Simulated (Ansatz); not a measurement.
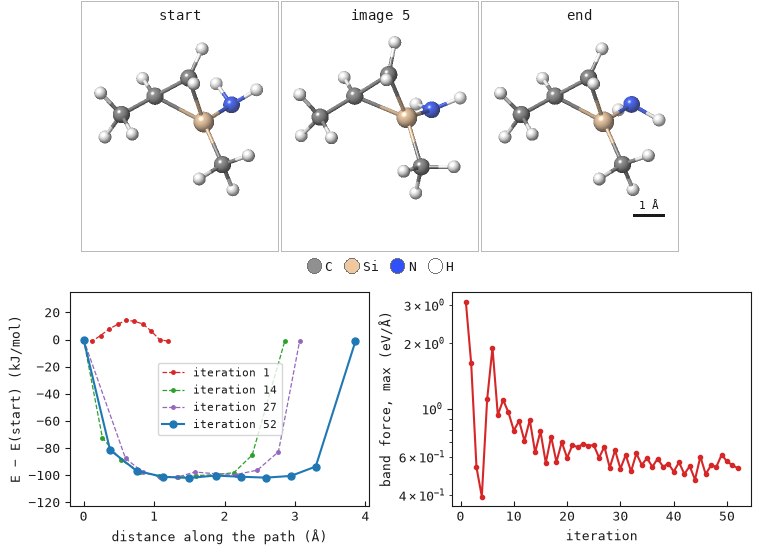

NEB run on C4H11NSi. Images are numbered from 0 (start) to 10 (end). The plot follows the band through its iterations. The picture is a ball-and-stick view, seen at a tilt.

Level of theory: RKS PBE0-D4/def2-SVP in Ansatz 0.2.0. Set-up: 9 movable images; climbing image; force threshold 0.03 eV/Å; iteration limit 52; starting path through a guess of the saddle point; end points as typed, not relaxed.

Judge this run.

Answer. The result isn't final. The band hadn't converged when the run stopped after 52 iterations. The largest component of the band force went from 3.1 to 0.53 eV/Å. The end points weren't relaxed, so energies relative to them aren't barriers between minima. The first iteration put the highest image at 14.3 kJ/mol. There is no barrier: the inner images dip to −102.0 kJ/mol relative to the start, below both ends (the end lies at −1.2 kJ/mol), so the ends aren't minima along this motion.
